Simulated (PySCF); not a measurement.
**GeH4, SMILES `[GeH4]`: what the electrons do**

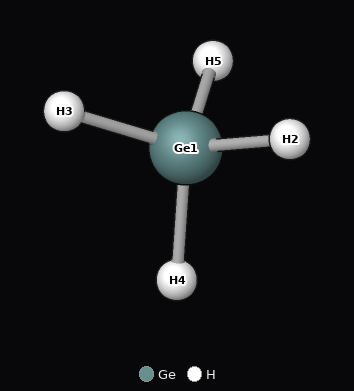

The molecule, with its atoms numbered as below. No frequency check shows the geometry to be a minimum.

Cartesian coordinates (Å):

```
Ge1      0.0000    0.0000    0.0000
H2       1.1979   -0.1755    0.8557
H3      -1.1979    0.1755    0.8557
H4      -0.1756   -1.1976   -0.8560
H5       0.1756    1.1977   -0.8560
```

## 1. Bonding charge

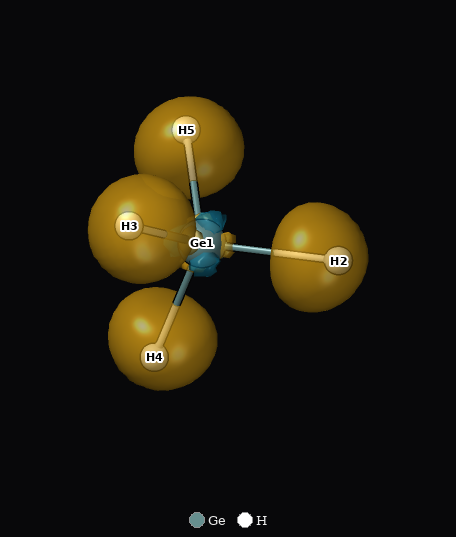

Deformation density (molecule less spherical, spin-averaged free atoms at the same positions), surfaces at ±0.12 e/Å³; yellow: gain, teal: loss.

Computed with PySCF, PBE0/cc-pVDZ, geometry: GFN2-xTB.

Question: Describe the bonding that the map shows.

Answer: Ge1–H2, Ge1–H3, Ge1–H4 and Ge1–H5: +0.23 e/Å³ at the bond critical point (bond length 1.48 Å, Mayer order 1.0). In all, 1.0 electrons gather in the regions of gain relative to the promolecule.

Question: Where do the Hirshfeld charges lie?

Answer: The highest Hirshfeld charge is on Ge1 (+0.27 e), the lowest on H2, H3, H4 and H5 (−0.07 e).

## 2. Bond critical points

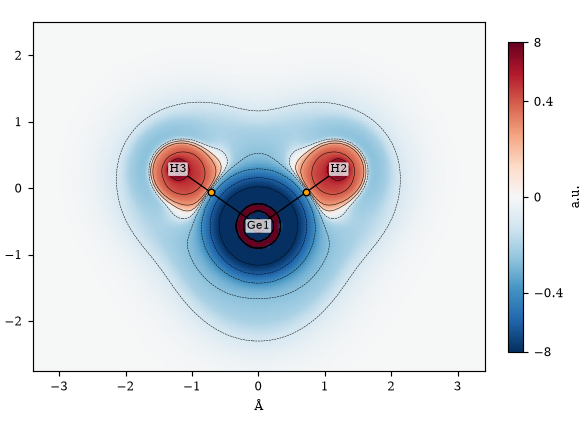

Negative Laplacian of the density (−∇²ρ) in the plane of Ge1, H2 and H3 (red positive, blue negative, colour scale in a.u., logarithmic beyond ±0.04), with bond paths and bond critical points (dots).

Question: Sort the bonds in the plane by the sign of ∇²ρ at their critical points.

Answer: At none is it concentrated. Depleted (∇²ρ > 0): Ge1–H2 and Ge1–H3 (+0.12 a.u., H = −0.087).

Question: Where along Ge1–H2 does the critical point lie?

Answer: 0.88 Å from Ge1 and 0.60 Å from H2.

## 3. Local ionisation energy

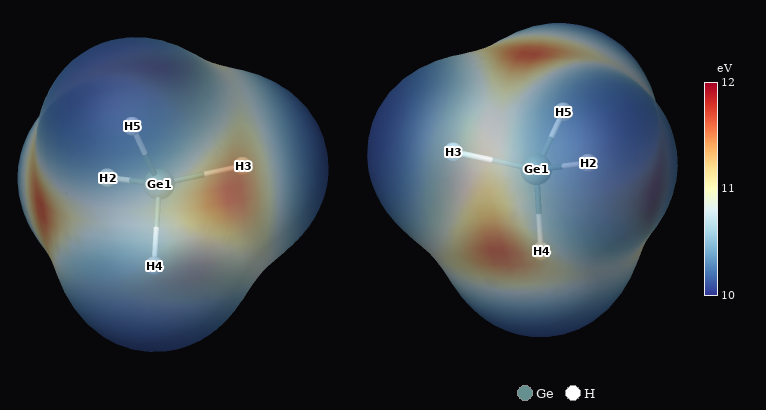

Average local ionisation energy on the surface of electron density 0.001 a.u. (back view left, front view right).

Question: Where are the most loosely bound electrons on this surface?

Answer: The lowest value is 10.1 eV, 1.4 Å from H4, and at like points elsewhere. For comparison, the highest occupied orbital lies at −9.7 eV.

## 4. In an electric field

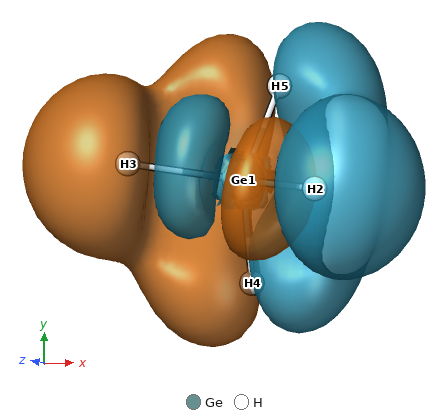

Change of the electron density in a uniform field of 0.26 V/Å, surfaces at ±0.001 e/Å³ (light blue: gain, orange: loss).

Level of theory: PBE/def2-SVPD (PySCF), at a geometry from GFN2-xTB.

Question: Along which Cartesian direction does the field point?

Answer: Along −x: electrons gather on the +x side, against the field.

Question: What dipole is induced, and what polarisability does it imply?

Answer: The induced dipole is 0.43 D (along the field); α along this axis, from the fields in both directions, is 34 bohr³ (5.1 Å³).

Question: Which atoms gain and lose the most charge?

Answer: Electrons gather most on H2 (Hirshfeld charge changes by −0.013 e) and leave H3 most (+0.013 e); 0.040 electrons are displaced in all.

## 5. Stretching a bond

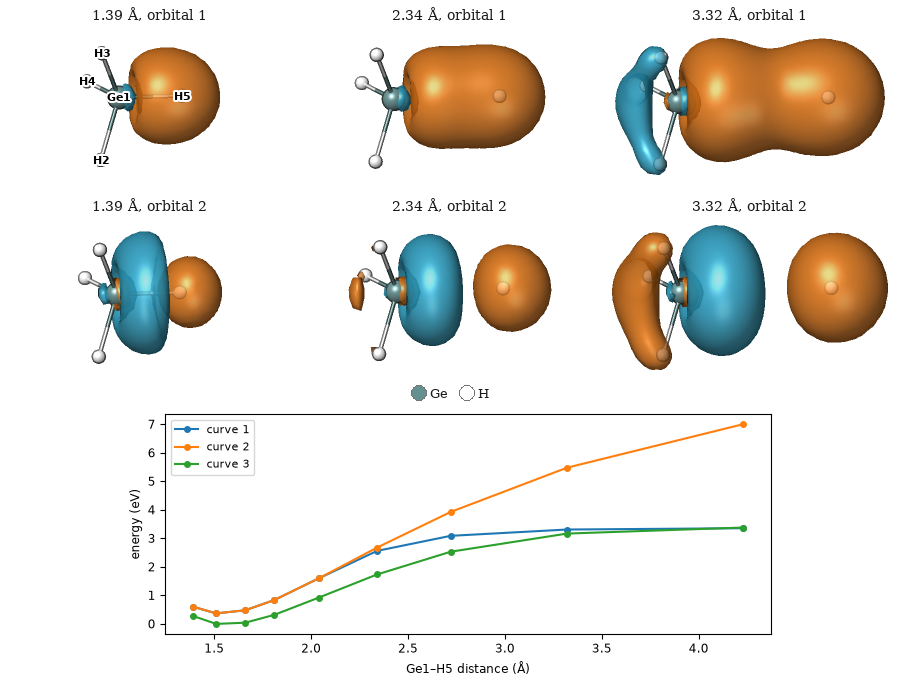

Rigid stretch of the Ge1–H5 bond. The two CASSCF(2,2) natural orbitals nearest half filling (orbital 1 the more occupied). Below: energies along the scan, from the lowest point of the three curves.

Method: cc-pVDZ basis; geometry: GFN2-xTB; program: PySCF.

Question: How do the occupations change along the stretch?

Answer: 1.39 Å: 1.98 and 0.02; 2.34 Å: 1.87 and 0.13; 3.32 Å: 1.45 and 0.55. At the longest distance computed (4.23 Å) they are 1.15 and 0.85, and the effective number of unpaired electrons is 1.9.

Question: Which curve is which method?

Answer: Curve 1 is UHF. Curve 2 is RHF. Curve 3 is CASSCF(2,2). RHF rises too steeply because it keeps both electrons in one orbital and so mixes in ionic fragments.

Question: Where does the UHF solution part from RHF?

Answer: Between 2.04 Å (⟨S²⟩ = 0, the two coincide) and 2.34 Å (⟨S²⟩ = 0.35); at 4.23 Å ⟨S²⟩ is 1.00 and UHF lies 3.6 eV below RHF.

Question: How much energy does the stretch cost?

Answer: By CASSCF, 3.4 eV from the lowest point of the scan (1.51 Å) to 4.23 Å; RHF gives 6.6 eV from its own lowest point. The fragments aren't relaxed and dynamic correlation is missing, so this isn't a bond dissociation energy.

The PySCF runs shown took 4.4 s, 9.9 s and 27 s on 1 thread of Intel(R) Xeon(R) Platinum 8259CL CPU @ 2.50GHz (Skylake/Cascade Lake), on a shared host.
